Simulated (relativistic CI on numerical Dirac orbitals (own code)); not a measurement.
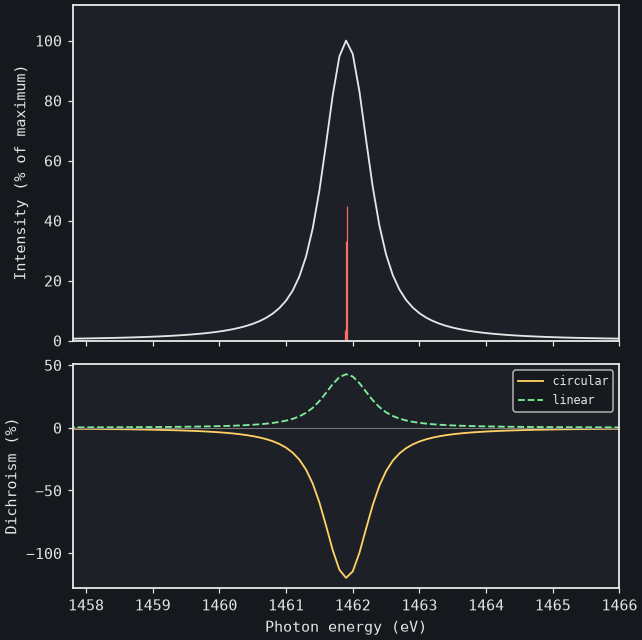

Computed core-level spectrum (absorption) of an ion of charge +2 in a field of C2v symmetry with B20 = 330, B22 = 130, B40 = −50, B42 = −270, B44 = −80, B60 = −170, B62 = −80, B64 = −190, B66 = 90 cm⁻¹ (Wybourne parameters). Sticks are the strongest transitions, on a scale of their own. Multiplet model: relativistic Dirac–Coulomb–Breit theory, one configuration a step, Slater integrals scaled by 0.9, 80 K, Voigt broadening (Lorentzian 0.6 eV, Gaussian 0.4 eV full widths), computed with a radial Dirac CI code. Dichroism is for the ground state at zero temperature, magnetised by a magnetic field of 10 T along z (linear: z less the mean of x and y).

**Identify the element and the shell or line.**

M₄,₅ X-ray absorption of Tm²⁺ (thulium, Z = 69), initial configuration [Xe] 4f¹³. The main maxima lie at 1461.9 eV (100), heights in % of the largest; the centroid is at 1461.9 eV. The ground state has S = 0.50. The circular dichroism (Δm = −1 less Δm = +1) is largest at 1461.9 eV, −120 % of the isotropic maximum. The magnetised ground state has ⟨Lz⟩ = −1.20 and ⟨Sz⟩ = −0.20.

Caveat: free-ion energies, so absolute edge positions are off by a few eV from solids.
